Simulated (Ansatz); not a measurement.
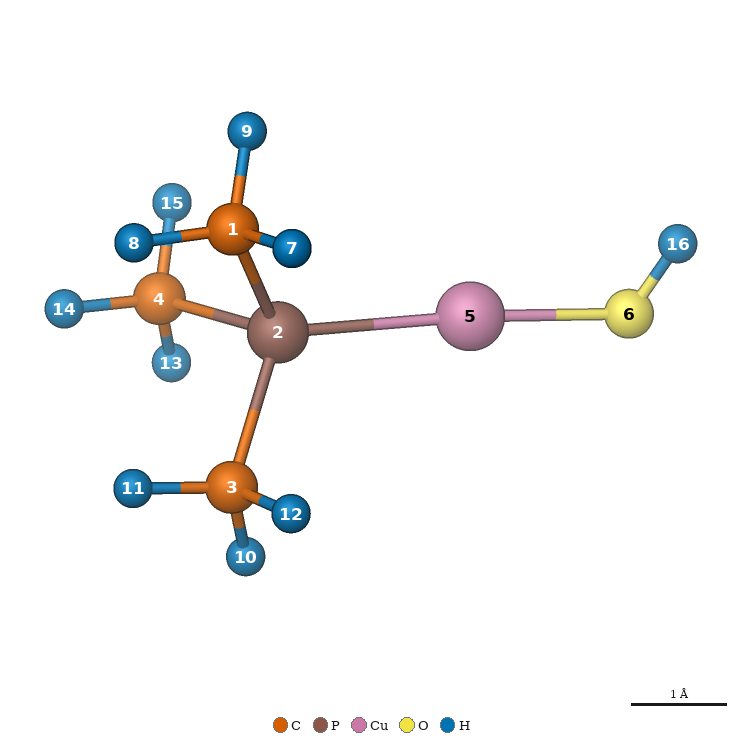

Orthographic view. Atoms fade into the background with distance from the viewer. The species is neutral and a spin singlet. The computed geometry is a stationary point of PBE0-D4/def2-TZVP, a saddle point of order 1.

Write the connection table.

C1: P2, H7, H8, H9
P2: C1, C3, C4, Cu5
C3: P2, H10, H11, H12
C4: P2, H13, H14, H15
Cu5: P2, O6
O6: Cu5, H16
(terminal hydrogens appear only as neighbours)
